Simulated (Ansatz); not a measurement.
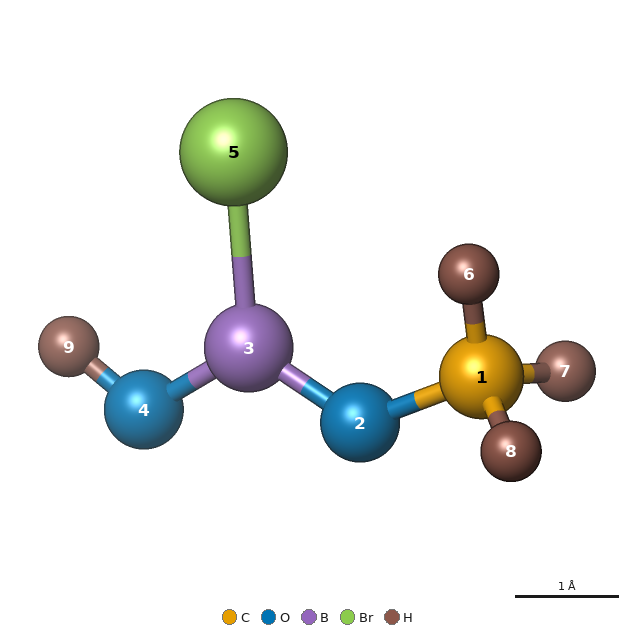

Atoms carry their numbers in the input. The computed structure is the end point of a PBE-D4/def2-SVP optimisation. No frequency run is at hand to confirm it as a minimum.

Q: Describe the coordination of atom 3.

A: B3 has 3 neighbours (O2 at 1.35, O4 at 1.36, Br5 at 1.97 Å); the arrangement is trigonal planar.

Q: Describe the coordination of atom 4.

A: O4 has 2 neighbours (B3 at 1.36, H9 at 0.97 Å); the arrangement is bent.

Q: What is the geometry at O2?

A: O2 has 2 neighbours (C1 at 1.41, B3 at 1.35 Å); the arrangement is bent.

Q: What is the geometry at C1?

A: C1 has 4 neighbours (O2 at 1.41, H6 at 1.11, H7 at 1.11, H8 at 1.11 Å); the arrangement is tetrahedral.

Q: What is the dihedral angle C1–O2–B3–Br5?

A: 3° in size, that is syn (eclipsed).
